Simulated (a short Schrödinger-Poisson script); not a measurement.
System: symmetric double-gate stack, Al2O3 on p-type Si(100), at 400 K.

| layer | material | thickness (nm) | Na (cm⁻³) |
|---|---|---|---|
| 1 | Al2O3 | 4.2 | - |
| 2 | Si | 20 | 6e15 |
| 3 | Al2O3 | 4.2 | - |

The device is made up for the run: typed textbook-type constants, with dimensions and the other settings drawn at random. Al2O3: permittivity 9, conduction-band edge (eV) 2.7, gap (eV) 6.8, electron mass (mₑ) 0.3. Si: permittivity 11.7, conduction-band edge (eV) 0, gap (eV) 1.124, Nv at 300 K (cm⁻³) 3.1e19.

Channel valleys (confinement mass, in-plane density-of-states mass, number): Δ2 0.916, 0.19, 2; Δ4 0.19, 0.417, 4. At the gates, both at one voltage, the conduction-band edge of layer 1 lies 3.28 eV − eVg above the Fermi level of the channel. Gaps are held at their typed values at every temperature. Mesh 0.03 nm at interfaces.

Solved with a short Schrödinger-Poisson script written for these runs: 1D Poisson equation in equilibrium, electrons quantum, Hartree (BenDaniel-Duke, 12 states a valley, the channel's in-plane mass for all, wave functions ending at the dielectric), parabolic valleys, classical holes, full ionisation, no traps, pinning or gate leakage.

Only gate voltages with over 1e8 electrons/cm² are shown.

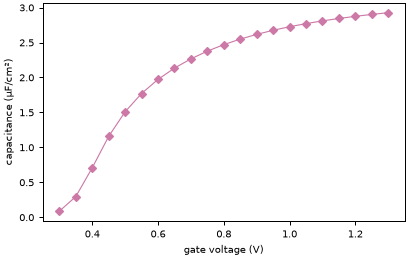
*Quasi-static capacitance against gate voltage*

| Vg (V) | electrons (cm⁻²) | C (μF/cm²) | Δ2 E0 (meV) | Δ2 E1 (meV) | Δ4 E0 (meV) | Δ4 E1 (meV) |
|---|---|---|---|---|---|---|
| 0.3 | 1.93e10 | 0.0871 | 283.5 | 286.4 | 287.4 | 302.1 |
| 0.4 | 2.24e11 | 0.708 | 199.5 | 201.1 | 203.8 | 217.0 |
| 0.5 | 9.33e11 | 1.51 | 147.8 | 147.9 | 157.4 | 166.8 |
| 0.6 | 2.03e12 | 1.97 | 113.6 | 113.6 | 133.7 | 139.3 |
| 0.7 | 3.36e12 | 2.27 | 88.4 | 88.4 | 118.6 | 121.9 |
| 0.8 | 4.84e12 | 2.47 | 68.7 | 68.7 | 107.8 | 109.8 |
| 0.9 | 6.43e12 | 2.62 | 52.8 | 52.8 | 99.5 | 100.8 |
| 1 | 8.10e12 | 2.73 | 39.5 | 39.5 | 92.9 | 93.9 |
| 1.1 | 9.82e12 | 2.81 | 28.1 | 28.1 | 87.6 | 88.3 |
| 1.2 | 1.16e13 | 2.87 | 18.0 | 18.0 | 83.1 | 83.6 |
| 1.3 | 1.34e13 | 2.93 | 8.9 | 8.9 | 79.3 | 79.7 |

Subbands count from the Fermi level. The capacitance is that of both gates.
